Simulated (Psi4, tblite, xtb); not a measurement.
Intermolecular potential of HF ··· H4OSi (SMILES F and O[SiH3]). Monomers: optimised at B3LYP-D3(BJ) (def2-TZVP), held rigid. Orientation: lowest of the rigid-body minima from ten starts at GFN2-xTB. Only R, the distance of the centres of mass, is varied, so the lowest point isn't the relaxed dimer.

Geometry at R = 3.32 Å (first 2 atoms: monomer A):
```
8

F      0.4622     0.0000     0.0000
H     -0.4622     0.0000     0.0000
Si    -3.2105    -1.0545    -0.0325
O     -2.0929     0.1580     0.0752
H     -4.2131    -0.7816    -1.0922
H     -3.9366    -1.2446     1.2479
H     -2.4501    -2.2752    -0.3638
H     -2.3946     1.0440     0.2879
```

Levels: GFN1-xTB (xtb); M06-2X/def2-TZVP, counterpoise-corrected (Psi4); SCS-MP2/aug-cc-pVTZ = DF-SCS-MP2/aug-cc-pVTZ, frozen core, counterpoise-corrected (Psi4); GFN2-xTB (tblite); HF/aug-cc-pVTZ, counterpoise-corrected (Psi4).

Interaction energies in kJ/mol (negative: bound); R is the distance of the centres of mass, d the H2···O4 distance.

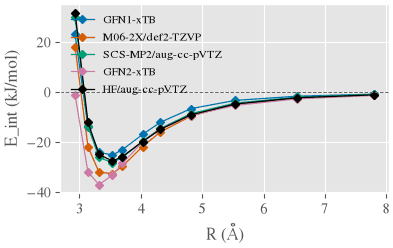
Fig. 1. Interaction energy against separation.

```tsv
R / Å	d / Å	GFN1-xTB	M06-2X/def2-TZVP	SCS-MP2/aug-cc-pVTZ	GFN2-xTB	HF/aug-cc-pVTZ
2.93	1.27	23.09	18.01	30.03	-1.18	31.75
3.14	1.47	-13.92	-21.84	-13.67	-31.99	-12.08
3.32	1.64	-24.03	-32.04	-26.13	-37.02	-24.94
3.54	1.85	-25.19	-32.62	-28.23	-33.20	-27.58
3.70	2.01	-23.05	-29.70	-26.13	-28.55	-25.81
4.03	2.33	-16.94	-21.80	-19.65	-19.97	-19.80
4.32	2.61	-12.09	-15.95	-14.55	-14.77	-14.90
4.82	3.11	-6.61	-9.57	-8.63	-9.37	-9.09
5.54	3.82	-3.32	-4.84	-4.40	-5.33	-4.79
6.55	4.82	-1.64	-2.18	-2.03	-2.71	-2.28
7.81	6.08	-0.81	-1.03	-0.95	-1.35	-1.09
```

Lowest grid point: GFN1-xTB -25.19 kJ/mol at R = 3.54 Å; M06-2X/def2-TZVP -32.62 kJ/mol at R = 3.54 Å; SCS-MP2/aug-cc-pVTZ -28.23 kJ/mol at R = 3.54 Å; GFN2-xTB -37.02 kJ/mol at R = 3.32 Å; HF/aug-cc-pVTZ -27.58 kJ/mol at R = 3.54 Å.
